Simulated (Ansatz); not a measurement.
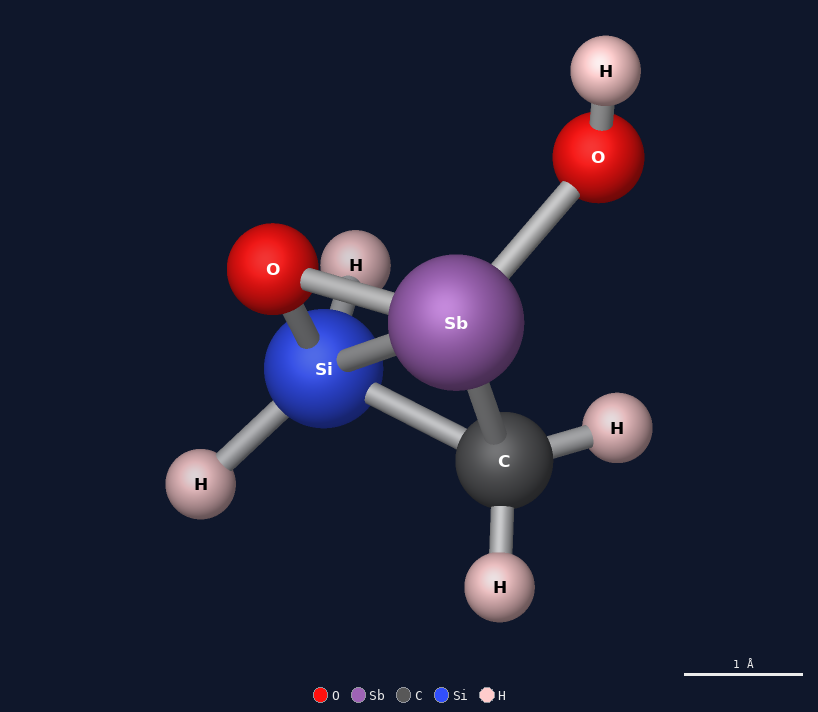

Ball-and-stick drawing of a structure. Every bond is drawn as one stick, whatever its order.

Question: Count the atoms of each element.

Answer: CH₅O₂SbSi, 10 atoms: 1 carbon, 5 hydrogen, 2 oxygen, 1 antimony and 1 silicon.

Question: What is the point group of this geometry?

Answer: C1.

Question: How many bonds of each kind are drawn?

Answer: 2 O–Sb, 2 Si–H, 2 C–H, 1 C–Sb, 1 O–Si, 1 C–Si, 1 O–H, 1 Sb–Si. Sticks follow a distance rule.

Question: How many sets of symmetry-equivalent atoms are there?

Answer: 10: 1 O, 1 Sb, 1 C, 1 Si, 1 O, 1 H, 1 H, 1 H, 1 H, 1 H.

More results for the same structure follow; atom numbers are the same in all pictures, views and colours differ. The geometry was computed by an optimisation with PBE0-D4/def2-TZVP.

## Shape

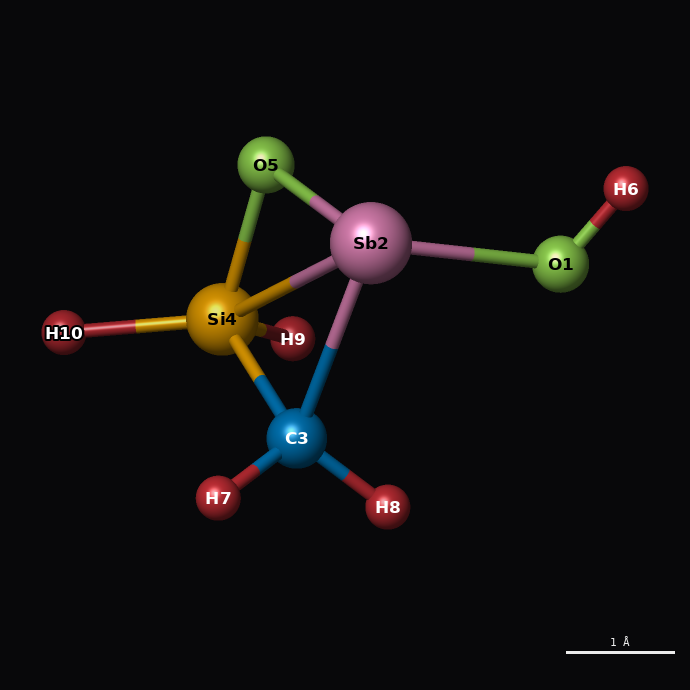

List the bonds and their lengths.

| bond | length (Å) |
| --- | --- |
| O1–Sb2 | 1.961 |
| O1–H6 | 0.961 |
| Sb2–C3 | 2.162 |
| Sb2–Si4 | 2.783 |
| Sb2–O5 | 1.995 |
| C3–Si4 | 1.884 |
| C3–H7 | 1.090 |
| C3–H8 | 1.090 |
| Si4–O5 | 1.660 |
| Si4–H9 | 1.487 |
| Si4–H10 | 1.489 |

## Vibrations

Harmonic vibrations computed with RKS PBE0-D4/def2-TZVP, core potentials on Sb (Ansatz 0.2.0) at a stationary point of the same level.

Question: How many vibrational modes are there, and where do they lie?

Answer: 24 modes: 92, 182, 213, 284, 351, 482, 493, 601, 626, 681, 707, 710, 851, 870, 879, 913, 939, 990, 1382, 2207, 2220, 3102, 3174, 3883 cm⁻¹.

## Dipole moment

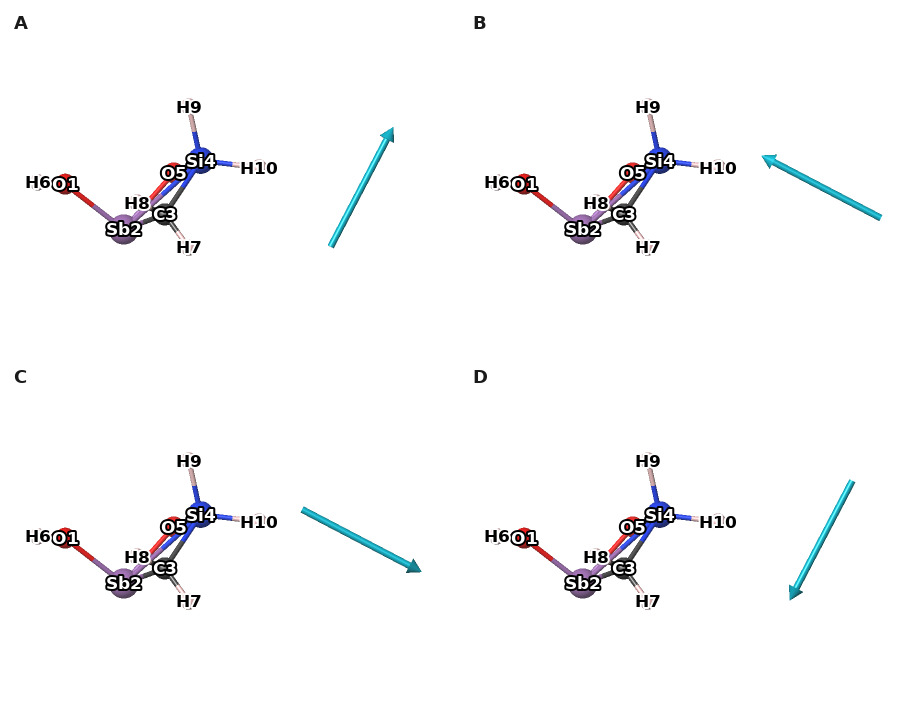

The same molecule four times, each with an arrow. Level of theory: RKS PBE-D4/def2-TZVPP, core potentials on Sb (Ansatz 0.2.0).

Question: Which arrow points along the dipole moment, from the negative to the positive end?

Answer: D. The dipole moment is 2.46 D; it points from the side of H9 to the side of Sb2, H6 (the outermost atoms at the two ends).

## Charges

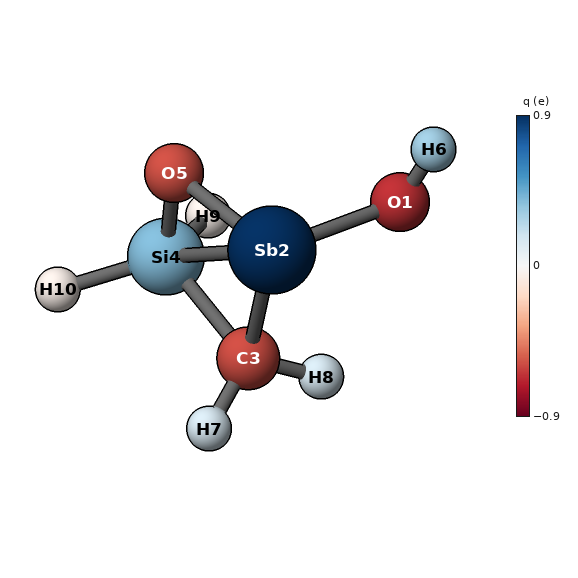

Atoms are coloured by their Mulliken charges. Properties computed with RKS PBE0-D4/def2-TZVP, core potentials on Sb (Ansatz 0.2.0).

Give the Mulliken charges atom by atom.

| atom | value (e) |
| --- | --- |
| O1 | −0.65 |
| Sb2 | 0.89 |
| C3 | −0.58 |
| Si4 | 0.39 |
| O5 | −0.57 |
| H6 | 0.32 |
| H7 | 0.15 |
| H8 | 0.15 |
| H9 | −0.04 |
| H10 | −0.05 |

## Thermal motion

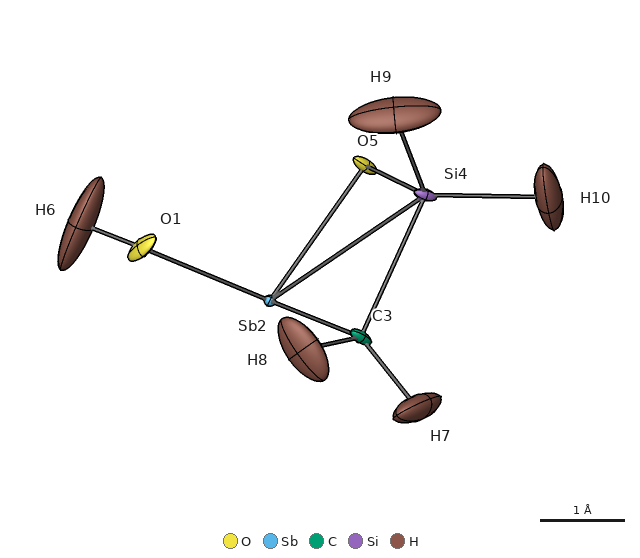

Displacement ellipsoids at the 50 % level, from the internal vibrations of the free molecule (harmonic, no overall translation or rotation; no half-axis is drawn under 0.075 Å). Vibrations computed with RKS PBE0-D4/def2-TZVP, core potentials on Sb (Ansatz 0.2.0). Temperature: 400 K.

Question: Which atom has the largest mean-square displacement?

Answer: H6, with U_eq = 0.0697 Å².

Question: Does H6 move more along its bond or across it?

Answer: Across it: the root-mean-square amplitude is 0.140 Å along the bond and up to 0.398 Å across, since bending and torsion are softer than stretching.

Give the displacement parameters, one line for each set of equivalent atoms.

```csv
atom,U_eq (Å²),rms amplitudes (Å)
O1,0.0119,"0.044, 0.087, 0.161"
Sb2,0.00025,"0.012, 0.013, 0.021"
C3,0.0054,"0.045, 0.057, 0.105"
Si4,0.0037,"0.020, 0.042, 0.095"
O5,0.0065,"0.041, 0.048, 0.125"
H6,0.0697,"0.102, 0.200, 0.398"
H7,0.0374,"0.095, 0.152, 0.283"
H8,0.0395,"0.093, 0.163, 0.289"
H9,0.0555,"0.096, 0.171, 0.358"
H10,0.0512,"0.104, 0.172, 0.337"
```

Mulliken values depend strongly on the basis set and can even reverse the polarity of a bond.
